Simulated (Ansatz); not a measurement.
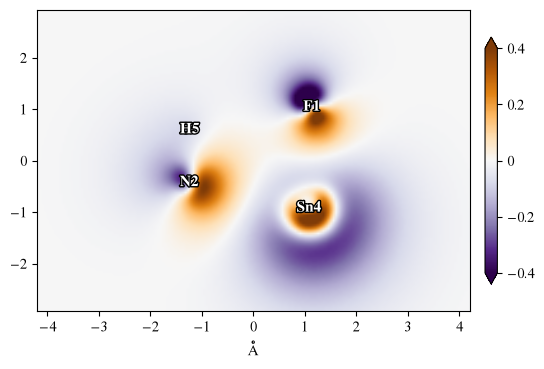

Figure. FH$_{6}$NPSn (charge +1). The HOMO on the plane of atoms Sn4, N2 and H5 (values in Å⁻³ᐟ²; the overall sign is arbitrary).

Geometry: PBE0-D3(BJ)/def2-SVP; core potentials replace the inner electrons of Sn.

These are results of isolated molecule in a Gaussian basis; Kohn-Sham density functional theory, functional PBE0 (Ansatz 0.2.0), not measurements.

```json
{"atom": "F", "x (Å)": "-1.2148", "y (Å)": "-0.7368", "z (Å)": "0.3815"}
{"atom": "N", "x (Å)": "0.3728", "y (Å)": "-0.4459", "z (Å)": "2.6723"}
{"atom": "P", "x (Å)": "0.9229", "y (Å)": "1.3584", "z (Å)": "-0.4375"}
{"atom": "Sn", "x (Å)": "-1.1594", "y (Å)": "0.9063", "z (Å)": "1.4547"}
{"atom": "H", "x (Å)": "0.3881", "y (Å)": "-1.2983", "z (Å)": "2.1016"}
{"atom": "H", "x (Å)": "1.3374", "y (Å)": "-0.1296", "z (Å)": "2.7967"}
{"atom": "H", "x (Å)": "0.0311", "y (Å)": "-0.7110", "z (Å)": "3.6004"}
{"atom": "H", "x (Å)": "0.3261", "y (Å)": "1.4276", "z (Å)": "-1.7194"}
{"atom": "H", "x (Å)": "1.8089", "y (Å)": "0.2709", "z (Å)": "-0.6346"}
{"atom": "H", "x (Å)": "1.8155", "y (Å)": "2.4569", "z (Å)": "-0.4970"}
```

Where does this orbital lie, and at what energy?

Answer. It lies mainly on Sn4 (about 50 %), P3 (about 25 %) and F1 (about 10 %). Its energy is −12.22 eV.
